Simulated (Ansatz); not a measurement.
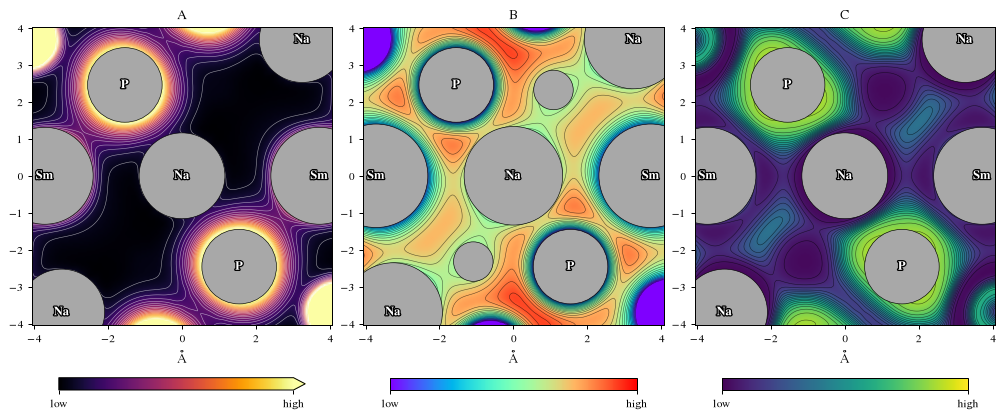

Na₃SmP₂: 3 fields on the (111) plane of the conventional cell, with unlabelled colour scales. Grey discs cover the atomic cores.

Space group P6/mmm; a structure generated by program, which may or may not match a known phase; computed without spin polarisation; no Hubbard U on the f states and no spin–orbit coupling.

All numbers below come from Ansatz, DFT PBE, scalar-relativistic, plane waves, PAW; 4f electrons in the core of a trivalent norm-conserving potential.

The panels show electron localisation function, electrostatic potential energy of an electron and valence pseudo-density in some order. Assign them.

Answer. Panel A: valence pseudo-density. Panel B: electrostatic potential energy of an electron (low next to the atoms, rising into the space between them). Panel C: electron localisation function. From the grid: Na–P (2.90 Å): ρ at the midpoint is about 0.16 e/Å³; the ELF peaks at about 0.85 in the valence shell of P, 0.9 Å from its nucleus, and is about 0.55 at the midpoint. Sm–P (3.28 Å): the density is about 0.15 e/Å³ at the midpoint; the ELF peaks at about 0.85 in the valence shell of P, 1.0 Å from its nucleus, and drops to about 0.15 between the two atoms.
